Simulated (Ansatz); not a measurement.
```
atom    x (Å)    y (Å)    z (Å)
  Al  -0.8420  -0.4729  -0.2932
   O  -1.2384   1.0403   0.3655
   S  -0.4076  -2.2838  -1.0729
   H  -0.6461   1.7915   0.5241
```

Geometry: PBE-D3(BJ)/def2-SVP.

All numbers below come from isolated molecule in a Gaussian basis; Kohn-Sham density functional theory, functional PBE0 in Ansatz.

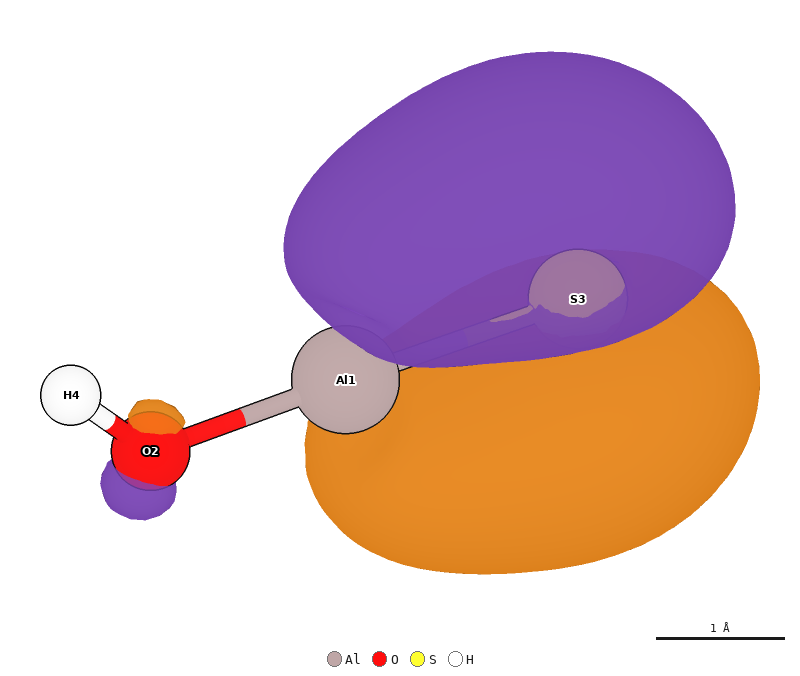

AlHOS (SMILES [OH][Al+][S-]). The HOMO−1 at ±0.08 Å⁻³ᐟ² (orange and purple are the two phases), seen at a tilt.

> Where does this orbital lie, and at what energy?

It lies mainly on S3 (about 80 %) and Al1 (about 20 %); it is symmetric in the molecular plane (an in-plane orbital: σ, lone-pair or in-plane π type). Its energy is −7.07 eV.
